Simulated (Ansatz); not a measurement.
# A computed series for TiAl2O5: pressure series

The reference is TiAl$_{2}$O$_{5}$ (space group Cmcm, No. 63; a = 3.604 Å, b = 9.360 Å, c = 9.642 Å; a cell from a computed database, its experimental status unchecked).

Cell and atoms are relaxed at each pressure.

Level of theory: DFT with PBEsol, PAW potentials and a 420 eV plane-wave cutoff in Ansatz (a first-principles code), spin-orbit coupling left out.

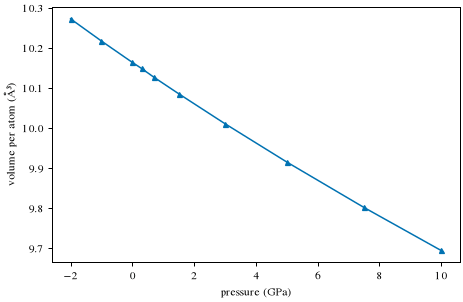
*Volume per atom against pressure*

```
pressure (GPa)  volume per atom
--------------  ---------------
-2                     10.27 Å³
-1                     10.22 Å³
0.3                    10.15 Å³
0.7                    10.13 Å³
1.5                    10.09 Å³
3                      10.01 Å³
5                       9.92 Å³
7.5                     9.80 Å³
10                      9.69 Å³
```

Load acts through the strain it causes; cell and atoms are relaxed under it. Whether these cells are dynamically stable was not tested. Competing high-pressure phases were not computed. The final runs are not spin-polarised.
